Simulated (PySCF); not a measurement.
Single-point calculation, with input and output: BSiH$_{5}$ (charge +1) (part 2 of 2)

BSiH$_{5}$, charge +1, multiplicity 2; NEVPT2/def2-SVP, ROHF (PySCF 2.14.0). The geometry is that of the parent species in another charge or spin state. The geometry comes from this level: PBE0-D4/def2-TZVP.

Geometry of the input (Å):
```
B  -0.0432  -1.1890  0.2043
Si 0.0891  0.7853  -0.1485
H  -1.1260  -1.6906  0.2901
H  0.9064  -1.9025  0.3354
H  -0.6160  1.0934  -1.4272
H  -0.6236  1.5167  0.9396
H  1.4745  1.3188  -0.2395
```

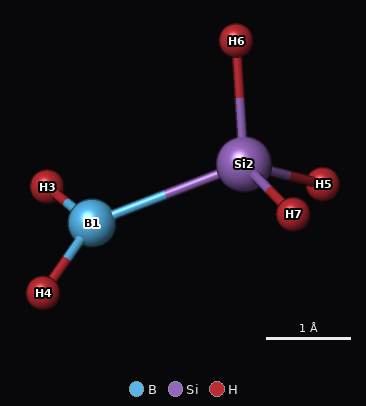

Figure 1. The input geometry (ball-and-stick view, seen at a tilt; atoms are numbered from 1 in the order of the input).

## Output, continued
```
1 Si 2s         -0.00001  -0.00138   0.00073   0.00079   0.00018
1 Si 3s          0.00274   0.48466  -0.24633  -0.08171  -0.08532
1 Si 4s          0.00038   0.06717  -0.02849  -0.03275  -0.06126
1 Si 2px        -0.00000   0.00042  -0.00045  -0.00013  -0.00034
1 Si 2py         0.00019   0.00029  -0.00018   0.00070  -0.00072
1 Si 2pz         0.00104  -0.00006   0.00003  -0.00013   0.00013
1 Si 3px         0.00008  -0.34723   0.15836   0.14538  -0.15993
1 Si 3py        -0.11429   0.01074  -0.01738  -0.19519   0.55223
1 Si 3pz        -0.63934   0.00070   0.00367   0.03537  -0.09923
1 Si 4px         0.00009   0.03963   0.02989   0.00820  -0.04245
1 Si 4py         0.00747  -0.02259   0.01088   0.05767   0.09592
1 Si 4pz         0.04249   0.00394  -0.00184  -0.01029  -0.01733
1 Si 3dxy        0.02283   0.03093   0.00376   0.04294  -0.32701
1 Si 3dyz        0.17258   0.03313  -0.01590  -0.01900  -0.14029
1 Si 3dz^2      -0.05403   0.07246  -0.03706  -0.00584  -0.40115
1 Si 3dxz        0.13008  -0.00653  -0.00055  -0.00795   0.06060
1 Si 3dx2-y2    -0.03193   0.05926  -0.02185  -0.09337  -0.05940
2 H 1s          -0.00098  -0.16359  -0.55911   0.40369   0.09620
2 H 2s          -0.00006  -0.01262   0.04014  -0.08388   0.02003
2 H 2px         -0.00004  -0.00477  -0.01359   0.01006   0.01921
2 H 2py          0.00065   0.00265   0.01728  -0.04446  -0.03369
2 H 2pz          0.00354  -0.00051  -0.00314   0.00799   0.00611
3 H 1s           0.00186   0.32396   0.37428   0.49208   0.12515
3 H 2s          -0.00018  -0.03472  -0.00618  -0.08803  -0.00585
3 H 2px         -0.00011  -0.01638  -0.01457  -0.03693  -0.00409
3 H 2py          0.00077  -0.00220  -0.00765  -0.04336  -0.05288
3 H 2pz          0.00434   0.00031   0.00132   0.00762   0.00945
4 H 1s          -0.45602  -0.40300   0.17009   0.12369  -0.11772
4 H 2s           0.09808   0.10800  -0.05456  -0.03624  -0.02451
4 H 2px         -0.03757  -0.02498   0.01201   0.01967  -0.09708
4 H 2py         -0.05462  -0.02255   0.01054  -0.00524   0.17071
4 H 2pz         -0.04153  -0.02891   0.01420  -0.00056   0.05349
5 H 1s           0.45141  -0.40813   0.17006   0.12373  -0.11780
5 H 2s          -0.09687   0.10914  -0.05456  -0.03626  -0.02437
5 H 2px          0.03761  -0.02563   0.01211   0.01968  -0.09665
5 H 2py          0.03676  -0.01157   0.00495  -0.00473   0.14171
5 H 2pz         -0.05728   0.03543  -0.01688   0.00249  -0.11023
6 H 1s          -0.00004  -0.00401   0.06897  -0.02178   0.02512
6 H 2s           0.00013   0.02288  -0.01282  -0.01592  -0.00112
6 H 2px         -0.00006   0.00080   0.00014   0.00067   0.01263
6 H 2py          0.00389  -0.00036  -0.00149   0.01340  -0.03396
6 H 2pz          0.02174  -0.00006   0.00026  -0.00240   0.00613
<CAS-nat-orb|mo-hf>  8      7        0.75001888
<CAS-nat-orb|mo-hf>  8      8       -0.65939691
<CAS-nat-orb|mo-hf>  9      9       -0.93401147
<CAS-nat-orb|mo-hf>  10     7       -0.45565057
<CAS-nat-orb|mo-hf>  10     8       -0.51907180
<CAS-nat-orb|mo-hf>  10     11       0.68351330
<CAS-nat-orb|mo-hf>  11     10       0.99985198
<CAS-nat-orb|mo-hf>  12     12      -0.99527629
<CAS-nat-orb|mo-hf>  13     13      -0.56001746
<CAS-nat-orb|mo-hf>  13     16      -0.57504538
<CAS-nat-orb|mo-hf>  14     14      -0.48628207
<CAS-nat-orb|mo-hf>  14     17       0.48475602
<CAS-nat-orb|mo-hf>  15     33       0.64828344
<CAS-nat-orb|mo-hf>  16     34      -0.56232654
<CAS-nat-orb|mo-hf>  17     15       0.60711827
CASSCF energy = -316.062548765922
CASCI E = -316.062548765922  E(CI) = -17.6931027018796  S^2 = 0.7500000

******** <class 'pyscf.mrpt.nevpt2.NEVPT'> ********
NEVPT2 (5e+4e, 10o), ncore = 7, nvir = 40
root = 0
Natural occ [1.98427216 1.97577231 1.97278969 1.96384375 1.00744245 0.02647651
 0.0257593  0.01983084 0.01550843 0.00830457]
Natural orbital (expansion on meta-Lowdin AOs) in CAS space
               #1        #2        #3        #4        #5
0 B 1s           0.01235   0.00029   0.00001   0.00000   0.00250
0 B 2s           0.69121   0.02828  -0.01912  -0.00001   0.19238
0 B 3s          -0.06369   0.00002   0.00683   0.00000  -0.02089
0 B 2px          0.04720  -0.66891   0.31279   0.00046  -0.06226
0 B 2py          0.13639   0.16101   0.18385  -0.02017  -0.66629
0 B 2pz         -0.02423  -0.03123  -0.03173  -0.11280   0.11901
0 B 3px          0.00815  -0.07727   0.02297   0.00007  -0.01242
0 B 3py          0.03639   0.02117   0.02667  -0.00350  -0.09143
0 B 3pz         -0.00648  -0.00407  -0.00468  -0.01954   0.01632
0 B 3dxy        -0.00139  -0.02001   0.00999  -0.00047   0.01759
0 B 3dyz        -0.00852  -0.00025   0.00269   0.01047  -0.02336
0 B 3dz^2       -0.03197  -0.00111  -0.00064  -0.00337  -0.02930
0 B 3dxz         0.00049   0.00359  -0.00173  -0.00240  -0.00322
0 B 3dx2-y2      0.00932   0.00100   0.01546  -0.00193  -0.07598
1 Si 1s          0.00007   0.00017   0.00034   0.00000  -0.00019
1 Si 2s         -0.00533   0.00495   0.01088  -0.00000  -0.00176
1 Si 3s          0.13339  -0.23059  -0.50245  -0.00004   0.08129
1 Si 4s         -0.01864   0.01733   0.03891  -0.00000  -0.02912
1 Si 2px         0.00028   0.00003   0.00008   0.00000  -0.00023
1 Si 2py         0.00043   0.00081   0.00188  -0.00025   0.00136
1 Si 2pz        -0.00008  -0.00015  -0.00034  -0.00140  -0.00024
1 Si 3px        -0.04465   0.20717   0.36362  -0.00208   0.06850
1 Si 3py        -0.21376  -0.03883  -0.04197   0.11707  -0.53507
1 Si 3pz         0.03810   0.00766   0.00861   0.65443   0.09594
1 Si 4px         0.00597  -0.04225  -0.03661   0.00026  -0.00598
1 Si 4py         0.02479   0.00818   0.01081  -0.01427   0.10587
1 Si 4pz        -0.00442  -0.00161  -0.00203  -0.07975  -0.01896
1 Si 3dxy        0.00171  -0.00660   0.02397  -0.01296   0.01239
1 Si 3dyz       -0.00521  -0.00413  -0.00886   0.01084  -0.03114
1 Si 3dz^2      -0.00637  -0.01387  -0.03871  -0.00389  -0.04614
1 Si 3dxz       -0.00032   0.00127  -0.00400  -0.07225  -0.00223
1 Si 3dx2-y2    -0.01718   0.00184   0.01862  -0.00178  -0.08882
2 H 1s           0.47413  -0.36677   0.27086   0.00005  -0.16144
2 H 2s          -0.05662   0.05088  -0.02412  -0.00000   0.01579
2 H 2px          0.02613  -0.01951   0.01203  -0.00000  -0.00576
2 H 2py          0.01350  -0.00726   0.00696   0.00012  -0.01497
2 H 2pz         -0.00232   0.00123  -0.00120   0.00065   0.00266
3 H 1s           0.43843   0.45989  -0.14550  -0.00005  -0.18283
3 H 2s          -0.05171  -0.05960   0.01883   0.00000   0.01854
3 H 2px         -0.02116  -0.02147   0.00623  -0.00000   0.00301
3 H 2py          0.01763   0.01581  -0.00195   0.00011  -0.01519
3 H 2pz         -0.00323  -0.00291   0.00037   0.00063   0.00273
4 H 1s           0.01932  -0.17780  -0.42327  -0.51284  -0.20370
4 H 2s          -0.00559   0.02196   0.03956   0.04113   0.00859
4 H 2px          0.00046  -0.00593  -0.01513  -0.01596  -0.00572
4 H 2py         -0.00009   0.00323   0.00617   0.01060   0.00678
4 H 2pz          0.00007  -0.01123  -0.02276  -0.03306  -0.01479
5 H 1s           0.01932  -0.17779  -0.42338   0.51276  -0.20370
5 H 2s          -0.00560   0.02196   0.03957  -0.04113   0.00859
5 H 2px          0.00046  -0.00599  -0.01527   0.01616  -0.00580
5 H 2py         -0.00011   0.00691   0.01367  -0.02138   0.01148
5 H 2pz         -0.00003   0.00937   0.01913  -0.02723   0.01149
6 H 1s          -0.01693   0.00741   0.11931   0.00003  -0.09705
6 H 2s          -0.00025  -0.00197   0.00373   0.00000  -0.00185
6 H 2px          0.00248  -0.00366  -0.01085   0.00001   0.00577
6 H 2py          0.00175  -0.00211  -0.00431  -0.00090   0.01005
6 H 2pz         -0.00031   0.00037   0.00074  -0.00504  -0.00178
               #6        #7        #8        #9        #10
0 B 1s          -0.00001  -0.00214   0.00144  -0.00462   0.00078
0 B 2s          -0.00120  -0.21664   0.16184  -0.59202   0.10546
0 B 3s           0.00015   0.02895  -0.02176   0.03889  -0.04353
0 B 2px          0.00056   0.27192   0.58612   0.04439  -0.03747
0 B 2py          0.04997   0.09487  -0.07571  -0.25575  -0.32437
0 B 2pz          0.27614  -0.01767   0.01568   0.04596   0.05795
0 B 3px          0.00017   0.04511   0.08443  -0.02303   0.10928
0 B 3py          0.00423   0.02927  -0.01440  -0.07538  -0.15125
0 B 3pz          0.02266  -0.00521   0.00289   0.01342   0.02741
0 B 3dxy         0.00159  -0.02974  -0.03013   0.01934   0.05578
0 B 3dyz        -0.04560   0.01378  -0.00934  -0.01773  -0.05694
0 B 3dz^2        0.01487   0.03590  -0.02549   0.03892  -0.08403
0 B 3dxz         0.00896   0.00508   0.00554  -0.00429  -0.01002
0 B 3dx2-y2      0.00848   0.01130  -0.00572  -0.16370  -0.16354
1 Si 1s          0.00000   0.00059  -0.00032  -0.00014  -0.00016
1 Si 2s         -0.00001  -0.00138   0.00073   0.00079   0.00018
1 Si 3s          0.00274   0.48466  -0.24633  -0.08171  -0.08532
1 Si 4s          0.00038   0.06717  -0.02849  -0.03275  -0.06126
1 Si 2px        -0.00000   0.00042  -0.00045  -0.00013  -0.00034
1 Si 2py         0.00019   0.00029  -0.00018   0.00070  -0.00072
1 Si 2pz         0.00104  -0.00006   0.00003  -0.00013   0.00013
1 Si 3px         0.00008  -0.34723   0.15836   0.14538  -0.15993
1 Si 3py        -0.11429   0.01074  -0.01738  -0.19519   0.55223
1 Si 3pz        -0.63934   0.00070   0.00367   0.03537  -0.09923
1 Si 4px         0.00009   0.03963   0.02989   0.00820  -0.04245
1 Si 4py         0.00747  -0.02259   0.01088   0.05767   0.09592
1 Si 4pz         0.04249   0.00394  -0.00184  -0.01029  -0.01733
1 Si 3dxy        0.02283   0.03093   0.00376   0.04294  -0.32701
1 Si 3dyz        0.17258   0.03313  -0.01590  -0.01900  -0.14029
1 Si 3dz^2      -0.05403   0.07246  -0.03706  -0.00584  -0.40115
1 Si 3dxz        0.13008  -0.00653  -0.00055  -0.00795   0.06060
1 Si 3dx2-y2    -0.03193   0.05926  -0.02185  -0.09337  -0.05940
2 H 1s          -0.00098  -0.16359  -0.55911   0.40369   0.09620
2 H 2s          -0.00006  -0.01262   0.04014  -0.08388   0.02003
2 H 2px         -0.00004  -0.00477  -0.01359   0.01006   0.01921
2 H 2py          0.00065   0.00265   0.01728  -0.04446  -0.03369
2 H 2pz          0.00354  -0.00051  -0.00314   0.00799   0.00611
3 H 1s           0.00186   0.32396   0.37428   0.49208   0.12515
3 H 2s          -0.00018  -0.03472  -0.00618  -0.08803  -0.00585
3 H 2px         -0.00011  -0.01638  -0.01457  -0.03693  -0.00409
3 H 2py          0.00077  -0.00220  -0.00765  -0.04336  -0.05288
3 H 2pz          0.00434   0.00031   0.00132   0.00762   0.00945
4 H 1s          -0.45602  -0.40300   0.17009   0.12369  -0.11772
4 H 2s           0.09808   0.10800  -0.05456  -0.03624  -0.02451
4 H 2px         -0.03757  -0.02498   0.01201   0.01967  -0.09708
4 H 2py         -0.05462  -0.02255   0.01054  -0.00524   0.17071
4 H 2pz         -0.04153  -0.02891   0.01420  -0.00056   0.05349
5 H 1s           0.45141  -0.40813   0.17006   0.12373  -0.11780
5 H 2s          -0.09687   0.10914  -0.05456  -0.03626  -0.02437
5 H 2px          0.03761  -0.02563   0.01211   0.01968  -0.09665
5 H 2py          0.03676  -0.01157   0.00495  -0.00473   0.14171
5 H 2pz         -0.05728   0.03543  -0.01688   0.00249  -0.11023
6 H 1s          -0.00004  -0.00401   0.06897  -0.02178   0.02512
6 H 2s           0.00013   0.02288  -0.01282  -0.01592  -0.00112
6 H 2px         -0.00006   0.00080   0.00014   0.00067   0.01263
6 H 2py          0.00389  -0.00036  -0.00149   0.01340  -0.03396
6 H 2pz          0.02174  -0.00006   0.00026  -0.00240   0.00613
<CAS-nat-orb|mo-hf>  8      7        0.75001888
<CAS-nat-orb|mo-hf>  8      8       -0.65939691
<CAS-nat-orb|mo-hf>  9      9       -0.93401147
<CAS-nat-orb|mo-hf>  10     7       -0.45565057
<CAS-nat-orb|mo-hf>  10     8       -0.51907180
<CAS-nat-orb|mo-hf>  10     11       0.68351330
<CAS-nat-orb|mo-hf>  11     10       0.99985198
<CAS-nat-orb|mo-hf>  12     12      -0.99527629
<CAS-nat-orb|mo-hf>  13     13      -0.56001746
<CAS-nat-orb|mo-hf>  13     16      -0.57504538
<CAS-nat-orb|mo-hf>  14     14      -0.48628207
<CAS-nat-orb|mo-hf>  14     17       0.48475602
<CAS-nat-orb|mo-hf>  15     33       0.64828344
<CAS-nat-orb|mo-hf>  16     34      -0.56232654
<CAS-nat-orb|mo-hf>  17     15       0.60711827
Sr    (-1)',   E = -0.02435729264500
Si    (+1)',   E = -0.00114082873493
Sijrs (0)  ,   E = -0.02334547859618
Sijr  (+1) ,   E = -0.00466850085055
Srsi  (-1) ,   E = -0.01010477599501
Srs   (-2) ,   E = -0.04450782910919
Sij   (+2) ,   E = -0.00064678634854
Sir   (0)' ,   E = -0.00655040604780
Nevpt2 Energy = -0.115321898327191
E = -316.1778706642 Eh
```

## Key numbers

```tsv
quantity	value
outcome	converged
total energy	−316.177871 hartree
SCF energy	−315.992024 hartree
correlation energy	−0.185846 hartree
basis functions	57
⟨S²⟩	0.750
wall time	40 s
peak memory	0.19 GiB
```
